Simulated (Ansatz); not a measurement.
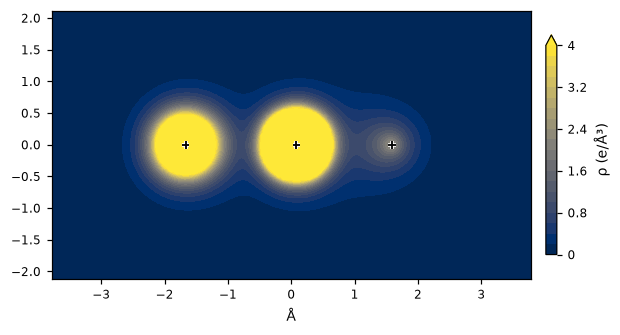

The electron density on a plane through atoms (crosses mark nuclei in the plane).

These are results of RKS PBE0-D4/def2-TZVPP (Ansatz 0.2.0), not measurements.

Candidates:
A. HLiS (SMILES [Li][SH])
B. FHZn (SMILES [F][ZnH])
C. C2H3F3O (SMILES OCC(F)(F)F)

### Which system is this?

Candidate B: FHZn on a plane that holds the molecular axis, which holds F, Zn and H. Zn–F (1.75 Å): ρ is about 0.91 e/Å³ halfway. Zn–H (1.51 Å): ρ is about 1.3 e/Å³ halfway.
